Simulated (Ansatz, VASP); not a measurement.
**Cross-check of ZrGe between VASP and Ansatz**

One calculation is typed for both programs; each brings its own data sets. How far apart do they land? The cell is generated by rule, not measured, and may not be a known phase. The cell is taken from a series of VASP runs on this material, whose earlier steps may have relaxed, scaled or displaced it; both programs get it as it stands. Valence electrons are named where the data sets of a main pair hold unlike numbers.

Calculated with Ansatz 0.2.0; plane waves, with VASP 6.6.1 beside it; band structure at PBEsol, spin-orbit coupling.

The structure was built from a prototype and need not be the compound's stable phase.

## 1. Starting point

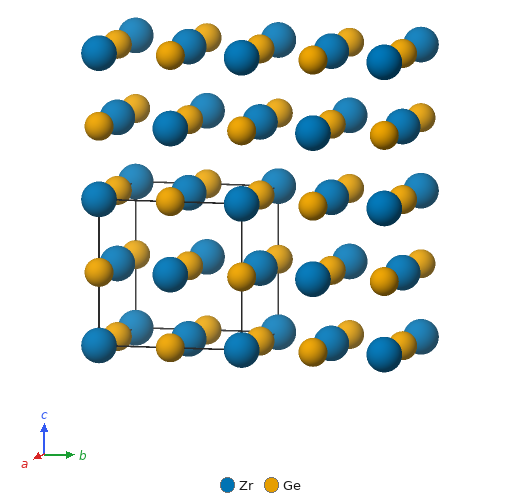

The cell as given, slightly off an axis (zirconium blue, germanium orange). 1×2×2 cells are drawn. This picture shows the conventional cell, with its axes. Some periodic images of atoms are drawn too.

Coordinates:

```cif
data_structure
_symmetry_space_group_name_H-M 'P 1'
_symmetry_Int_Tables_number 1
_cell_length_a 3.9881
_cell_length_b 3.9881
_cell_length_c 3.9881
_cell_angle_alpha 60.000
_cell_angle_beta 60.000
_cell_angle_gamma 60.000
_cell_volume 44.85
loop_
_atom_site_label
_atom_site_type_symbol
_atom_site_fract_x
_atom_site_fract_y
_atom_site_fract_z
_atom_site_occupancy
Zr1 Zr 0.00000 0.00000 0.00000 1
Ge2 Ge 0.50000 0.50000 0.50000 1
```

## 2. Ansatz: band structure, PBEsol, spin-orbit coupling

Ansatz runs on its fully relativistic PAW (standard-fr) files.

With cell and atoms fixed, the geometry can't cause a difference; cores, projectors, grids and the points listed under the comparison can.

File input.yaml:

```yaml
crystal:
  lattice:
    - [0.0, 2.82, 2.82]
    - [2.82, 0.0, 2.82]
    - [2.82, 2.82, 0.0]
  atoms:
    - { symbol: Zr, position: [0.0, 0.0, 0.0] }
    - { symbol: Ge, position: [0.5, 0.5, 0.5] }
hamiltonian:
  xc: pbesol
  pseudopotentials: { kind: paw_fr }
magnetization:
  noncollinear: true
  spin_orbit: true
kpoints:
  mp_grid: { grid: [8, 8, 8] }
  band_path:
    path:
      - [0.0, 0.0, 0.0]
      - [0.16667, 0.0, 0.16667]
      - [0.33333, 0.0, 0.33333]
      - [0.5, 0.0, 0.5]
      - [0.5, 0.08333, 0.58333]
      - [0.5, 0.18333, 0.68333]
      - [0.5, 0.25, 0.75]
      - [0.45, 0.3, 0.75]
      - [0.40833, 0.34167, 0.75]
      - [0.35, 0.35, 0.7]
      - [0.225, 0.225, 0.45]
      - [0.075, 0.075, 0.15]
      - [0.03333, 0.03333, 0.03333]
      - [0.23333, 0.23333, 0.23333]
      - [0.4, 0.4, 0.4]
      - [0.51667, 0.46667, 0.51667]
      - [0.55833, 0.38333, 0.55833]
      - [0.60833, 0.28333, 0.60833]
      - [0.60833, 0.25, 0.64167]
      - [0.55833, 0.25, 0.69167]
      - [0.51667, 0.25, 0.73333]
      - [0.5, 0.3, 0.7]
      - [0.5, 0.38333, 0.61667]
      - [0.5, 0.48333, 0.51667]
      - [0.475, 0.475, 0.55]
      - [0.425, 0.425, 0.65]
      - [0.38333, 0.38333, 0.73333]
      - [0.59167, 0.18333, 0.59167]
      - [0.55, 0.1, 0.55]
      - [0.5, 0.0, 0.5]
    npoints: 1
scf:
  occupations: { method: gaussian, width: 0.02 }
  n_extra_bands: 14
output:
  forces: true
  stress: true
  eigenvalues: true
```

Started as:

```
ansatz run input.yaml --threads 2 --pin off --max-ram 4608MiB --backend cpu --events-out ev --progress --plain --runs-dir out
```

Numbers of over 12 decimals in the logs are rounded to 6 here.

Output:

```text
scf.n_extra_bands = 14 over 26 filled bands (N_el = 26.0): the run solves 40 bands
Engine: ansatz 0.2.0, aarch64-unknown-linux-gnu
Pseudopotentials: kind: paw_fr
Pseudopotential: Zr, paw_fr, valence charge 12, recommended cutoff 420 eV (normal), Zr.paw.azcp#standard-fr
Pseudopotential: Ge, paw_fr, valence charge 14, recommended cutoff 420 eV (normal), Ge.paw.azcp#standard-fr
Functional definition: PBEsol
  exchange = pbesol_x
  correlation = pbesol_c
non-collinear run that drives no moment, with spin-orbit: no starting moment large enough to seed its density (crystal.atoms[].spin), no starting occupations that ask for one, no magnetisation constraint and no magnetic field, so the semilocal B_xc is pinned to zero
Crystal: 2 atoms, lattice volume = 44.852 Å³
Basis set: ecut = 420 eV, 893 PW (Γ), exchange–correlation on 54×54×54 points (8 copies of the dense FFT grid, shifted against one another)
Bands: 40, of which v1, the nominal top of the filled ones, is band 26 counted from 1 (25 counted from 0)
Symmetry: 48 space group operations + 48 with time reversal
Magnetic group: BNS 225.117 (UNI 1619), of the structure as read, at distance tolerance 3.6e-5 Å
k-points: 29 of 512
Projection manifold: j_resolved (fully-relativistic pseudo-atomic orbitals)
Non-local potential: Zr, projectors of the file, l = 0: 3, l = 1: 4, l = 2: 4, l = 3: 4
Non-local potential: Ge, projectors of the file, l = 0: 2, l = 1: 4, l = 2: 6, l = 3: 2
PAW form: soft (Blöchl's): semilocal exchange-correlation on the pseudo side does not see the compensation charge
PAW frozen core: Zr, regenerated for the run's functional, and the local potential with it (the file was generated under x = pbe(κ = 0.804, μ = 0.219515), c = pbe(β = 0.066725))
PAW frozen core: Ge, regenerated for the run's functional, and the local potential with it (the file was generated under x = pbe(κ = 0.804, μ = 0.219515), c = pbe(β = 0.066725))
PAW one-centre angular grid: Zr, 590 points (default); XC on 64 Gauss nodes
PAW one-centre angular grid: Ge, 590 points (default); XC on 64 Gauss nodes
Initial density: superposition of atomic densities (chi_scale 0.1, normalization cell, long waves kept (reshape's long-wave potential 0.00 eV rms))
Initial wavefunctions: pseudopotential atomic-orbital guess
Functional: x = pbesol(κ = 0.804, μ = 0.123457), c = pbesol(β = 0.046)
SCF iter   1: F=—  HF=-8384.621006 eV  |F-HF|=—  |Δ(HF+E_count)|=         —  Δρ=3.47e-2  dr2=4.37e-1  dr2_m=0.00e0 (ungated)  ethr=3.10e-3  |M|=0.00e0 ∫|m|=0.00e0 μB  |m|>n=0.0e0 m-floor=0.0e0 τ_xc=0.0e0  β_m=0.30  ⟨swp⟩=6.3  Hψ=2603  notcnv=0  defer=40
preconditioner: auto → none  [insulator: Δε(μ)=0.038 eV  Ē_g=17.871 eV  σ=0.020 eV  W_gap=0.82  n_scr=14 (ndim 8)  ℏωp=23.5 eV  f_vac=0.000  D(μ)=0.55/eV (n_scr^D=0)  ε∞_Penn≈2.7]
SCF iter   2: F=—  HF=-8384.493131 eV  |F-HF|=—  |Δ(HF+E_count)|=   1.28e-1  Δρ=2.05e-2  dr2=1.24e-1  dr2_m=0.00e0 (ungated)  ethr=1.68e-3  |M|=0.00e0 ∫|m|=0.00e0 μB  |m|>n=0.0e0 m-floor=0.0e0 τ_xc=0.0e0  β_m=0.41  ⟨swp⟩=2.0  Hψ=998  notcnv=0  defer=198
SCF iter   3: F=—  HF=-8384.477175 eV  |F-HF|=—  |Δ(HF+E_count)|=   1.60e-2  Δρ=8.61e-3  dr2=1.82e-2  dr2_m=0.00e0 (ungated)  ethr=4.77e-4  |M|=0.00e0 ∫|m|=0.00e0 μB  |m|>n=0.0e0 m-floor=0.0e0 τ_xc=0.0e0  β_m=0.47  ⟨swp⟩=2.7  Hψ=839  notcnv=0  defer=200
SCF iter   4: F=—  HF=-8384.478567 eV  |F-HF|=—  |Δ(HF+E_count)|=   1.39e-3  Δρ=2.28e-3  dr2=1.29e-3  dr2_m=0.00e0 (ungated)  ethr=7.01e-5  |M|=0.00e0 ∫|m|=0.00e0 μB  |m|>n=0.0e0 m-floor=0.0e0 τ_xc=0.0e0  β_m=0.51  ⟨swp⟩=2.1  Hψ=827  notcnv=0  defer=204
SCF iter   5: F=—  HF=-8384.479265 eV  |F-HF|=—  |Δ(HF+E_count)|=   6.99e-4  Δρ=5.27e-4  dr2=4.68e-5  dr2_m=0.00e0 (ungated)  ethr=4.95e-6  |M|=0.00e0 ∫|m|=0.00e0 μB  |m|>n=0.0e0 m-floor=0.0e0 τ_xc=0.0e0  β_m=0.69  ⟨swp⟩=3.0  Hψ=747  notcnv=0  defer=204
SCF iter   6: F=—  HF=-8384.479297 eV  |F-HF|=—  |Δ(HF+E_count)|=   3.13e-5  Δρ=7.80e-5  dr2=9.97e-7  dr2_m=0.00e0 (ungated)  ethr=1.80e-7  |M|=0.00e0 ∫|m|=0.00e0 μB  |m|>n=0.0e0 m-floor=0.0e0 τ_xc=0.0e0  β_m=0.75  ⟨swp⟩=2.3  Hψ=697  notcnv=0  defer=204
SCF iter   7: F=-8384.479297 eV  HF=-8384.479297 eV  |F-HF|=6.18e-10  |Δ(HF+E_count)|=   3.07e-7  Δρ=2.52e-6  dr2=1.58e-9  dr2_m=0.00e0 (ungated)  ethr=3.85e-10  |M|=0.00e0 ∫|m|=0.00e0 μB  |m|>n=0.0e0 m-floor=0.0e0 τ_xc=0.0e0  ⟨swp⟩=9.3  Hψ=3031  notcnv=0
SCF 1 converged in 7 iterations: F = -8384.479297 eV  dr2 = 1.58e-9
  greatest PAW one-centre occupation: 0.998 electrons in one spin orbital (limit 2), on the Ge atom at site 1 (counted from 0), in its partial waves of l = 2
NSCF: frozen V_eff on 30 k-points
SCF converged after 7 iterations
Magnetization: |M| = 0.0000 μB,  M = (+0.0000, +0.0000, +0.0000) μB
Absolute magnetization: 0.0000 μB (∫|m|)
  site 0: m = (+0.0000, +0.0000, +0.0000) μB, |m| = 0.0000 μB  (R = 1.16 Å)
  site 1: m = (+0.0000, +0.0000, +0.0000) μB, |m| = 0.0000 μB  (R = 1.16 Å)
Free energy (F): -8384.479297 eV
Harris-Foulkes:  -8384.479297 eV  (|F-HF|=6.18e-10)
Internal energy: -8384.479296 eV  (E = F + TS)
E sigma→0 (E₀):  -8384.479296 eV
Entropy (-TS):   -0.000001 eV (-0.001 meV/atom)
Fermi energy:    11.287348 eV
--- Per-component energies (eV) ---
  E_band       = -233.859052
  E_kinetic    = 440.847842
  E_local      = -2984.104609  (includes V_loc(G=0)·N_el)
  E_nonlocal   = 501.062757
  E_hartree    = 1228.267199
  E_xc         = -234.573514
  E_vxc        = -253.934683  (∫ρ·V_xc dr)
  E_paw        = -4879.676338  (= ΣΔE_a)
  E_vpaw       = -394.265734  (= ΣTr[D̂ρ^β])
  E_aug_tail   = 0.000347  (compensation charges beyond the density's cutoff)
  E_ewald      = -2457.390590
  E_core_change = 1.087608  (= ΣΔE_core)
  E_smearing   = -0.000001  (= −TS)
  E_closure    = -0.000000  (closes the sum)
  Σ components = -8384.479297   (vs F -8384.479297, Δ=0.00e0)
--- Forces (eV/Å), atoms counted from 1 ---
  atom   1  Zr     0.00000000     0.00000000     0.00000000
  atom   2  Ge     0.00000000    -0.00000000    -0.00000000
  max |Σ_I F_I| component: 9.70e-29 eV/Å
--- Stress (GPa, compression-positive) ---
      -11.509772      -0.000000       0.000000
        0.000000     -11.509772       0.000000
       -0.000000      -0.000000     -11.509772
  P = ⅓ Tr σ = -11.5098 GPa (-115.098 kbar)
--- Band table (eV; the first three rows and the last of 29) ---
  k-point 0: bands = [... 22 lower, 11.5074, 11.5074, 11.5776, 11.5776, 12.1934, 12.1934, 12.1934, 12.1934, ... 10 higher]
  k-point 1: bands = [... 22 lower, 11.1443, 11.1443, 11.1494, 11.1494, 11.8605, 11.8605, 11.8976, 11.8976, ... 10 higher]
  k-point 2: bands = [... 22 lower, 10.1801, 10.1801, 10.2161, 10.2161, 12.3592, 12.3592, 12.3777, 12.3777, ... 10 higher]
  k-point 28: bands = [... 22 lower, 8.9297, 8.9297, 9.2080, 9.2080, 13.3835, 13.3835, 13.4303, 13.4303, ... 10 higher]
```

Run time: 10 s. Hardware: 2 threads of Arm Neoverse V2, shared host; peak memory 0.5 GiB.

## 3. VASP: band structure, PBEsol, spin-orbit coupling

The same cell, functional, mesh and smearing now go to VASP, with its own data sets.

Lines of VASP's logs that name or quote its potential files are left out, and so is its time.

File INCAR:

```
SYSTEM = ZrGe
PREC = Accurate
ENCUT = 410
EDIFF = 1E-06
NELM = 100
ISMEAR = 0
SIGMA = 0.02
LREAL = .FALSE.
ALGO = Normal
GGA = PS
LNONCOLLINEAR = .TRUE.
MAGMOM = 0 0 0 0 0 0
NBANDS = 38
GGA_COMPAT = .FALSE.
LASPH = .TRUE.
LSORBIT = .TRUE.
LMAXMIX = 4
LORBIT = 11
LWAVE = .FALSE.
LCHARG = .FALSE.
KPAR = 4
ISIF = 2
```

File POSCAR:

```
ZrGe
1.0
    0.0000000000      2.8200000000      2.8200000000
    2.8200000000      0.0000000000      2.8200000000
    2.8200000000      2.8200000000      0.0000000000
Zr Ge
1 1
Direct
    0.0000000000      0.0000000000      0.0000000000
    0.5000000000      0.5000000000      0.5000000000
```

File KPOINTS:

```
Automatic mesh
0
Gamma
8 8 8
0 0 0
```

File KPOINTS_OPT:

```
Line mode
16
Line-mode
Reciprocal
  0.00000000   0.00000000   0.00000000 GAMMA
  0.50000000   0.00000000   0.50000000 X

  0.50000000   0.00000000   0.50000000 X
  0.50000000   0.25000000   0.75000000 W

  0.50000000   0.25000000   0.75000000 W
  0.37500000   0.37500000   0.75000000 K

  0.37500000   0.37500000   0.75000000 K
  0.00000000   0.00000000   0.00000000 GAMMA

  0.00000000   0.00000000   0.00000000 GAMMA
  0.50000000   0.50000000   0.50000000 L

  0.50000000   0.50000000   0.50000000 L
  0.62500000   0.25000000   0.62500000 U

  0.62500000   0.25000000   0.62500000 U
  0.50000000   0.25000000   0.75000000 W

  0.50000000   0.25000000   0.75000000 W
  0.50000000   0.50000000   0.50000000 L

  0.50000000   0.50000000   0.50000000 L
  0.37500000   0.37500000   0.75000000 K

  0.62500000   0.25000000   0.62500000 U
  0.50000000   0.00000000   0.50000000 X
```

PAW data sets: Zr_sv and Ge_d (PBE family, release 64).

Started as:

```
mpirun -np 4 vasp_ncl
```

Output:

```text
[banner, memory and clock lines left out]
running    4 mpi-ranks, on    1 nodes
 distrk:  each k-point on    1 cores,    4 groups
 distr:  one band on    1 cores,    1 groups

 POSCAR found type information on POSCAR ZrGe
 POSCAR found :  2 types and       2 ions
|                                                                             |
|               ----> ADVICE to this user running VASP <----                  |
|                                                                             |
|     You enforced a specific xc type in the INCAR file but a different       |
|     [... a line on the potential file left out ...]
|     I HOPE YOU KNOW WHAT YOU ARE DOING!                                     |
|                                                                             |

 LDA part: xc-table for (Slater+PW92), standard interpolation
 POSCAR, INCAR and KPOINTS ok, starting setup
 FFT: planning ... GRIDC
 FFT: planning ... GRID_SOFT
 FFT: planning ... GRID
 WAVECAR not read
 entering main loop
       N       E                     dE             d eps       ncg     rms          rms(c)
DAV:   1     0.269216786857E+03    0.26922E+03   -0.11008E+04  2846   0.265E+03
DAV:   2     0.267418909756E+02   -0.24247E+03   -0.23152E+03  2228   0.751E+02
DAV:   3    -0.139167034205E+02   -0.40659E+02   -0.39965E+02  2930   0.173E+02
DAV:   4    -0.167548379390E+02   -0.28381E+01   -0.28037E+01  3248   0.484E+01
DAV:   5    -0.168721285614E+02   -0.11729E+00   -0.11720E+00  3274   0.839E+00    0.115E+01
DAV:   6    -0.155379618941E+02    0.13342E+01   -0.22416E+00  3398   0.482E+01    0.341E+00
DAV:   7    -0.155165425467E+02    0.21419E-01   -0.55459E-01  2974   0.648E+00    0.135E+00
DAV:   8    -0.155125245609E+02    0.40180E-02   -0.29535E-02  3086   0.228E+00    0.687E-01
DAV:   9    -0.155117100290E+02    0.81453E-03   -0.37796E-03  2896   0.530E-01    0.209E-01
DAV:  10    -0.155116920244E+02    0.18005E-04   -0.25540E-04  3180   0.181E-01    0.576E-02
DAV:  11    -0.155116825253E+02    0.94991E-05   -0.92034E-05  2820   0.106E-01    0.166E-02
DAV:  12    -0.155116817874E+02    0.73782E-06   -0.70936E-06  2296   0.238E-02
   1 F= -.15511682E+02 E0= -.15511681E+02  d E =-.133366E-05  mag=     0.0000    -0.0000    -0.0000
 Start KPOINTS_OPT (optional k-point list driver)
k-point batch [1-29\160]
       N       E                     dE             ncg
DAV:   1    -0.175291624351E+04   -0.18068E+05     2900
DAV:   2    -0.874666174605E+04   -0.69937E+04     2346
DAV:   3    -0.986510885217E+04   -0.11184E+04     2692
DAV:   4    -0.995796136695E+04   -0.92853E+02     3242
DAV:   5    -0.996121080704E+04   -0.32494E+01     2982
DAV:   6    -0.996127852458E+04   -0.67718E-01     2884
DAV:   7    -0.996128054027E+04   -0.20157E-02     3076
DAV:   8    -0.996128057691E+04   -0.36643E-04     2914
DAV:   9    -0.996128057755E+04   -0.64182E-06     1718
[...]
k-point batch [146-160\160]
       N       E                     dE             ncg
DAV:   1     0.938225621256E+04   -0.13030E+05     1462
DAV:   2     0.575793191588E+04   -0.36243E+04     1220
DAV:   3     0.518822003281E+04   -0.56971E+03     1362
DAV:   4     0.514643327583E+04   -0.41787E+02     1618
DAV:   5     0.514440985235E+04   -0.20234E+01     1542
DAV:   6     0.514437996151E+04   -0.29891E-01     1428
DAV:   7     0.514437926721E+04   -0.69430E-03     1574
DAV:   8     0.514437925303E+04   -0.14175E-04     1436
DAV:   9     0.514437925283E+04   -0.20035E-06      814
```

[end of part 1 of 2]

[Lines on the potential files, build, host, timing and source positions are cut from VASP's logs without a mark.]

[Logs are printed without paths, hosts, clocks, repeated set-up lines and the standing remarks that a program may print on its own settings, such as how far it seeks lower states.]

[Hosts, paths, dates, database ids (printed as entryN), source tags and the programs' standing remarks are cut or masked in the printed files.]
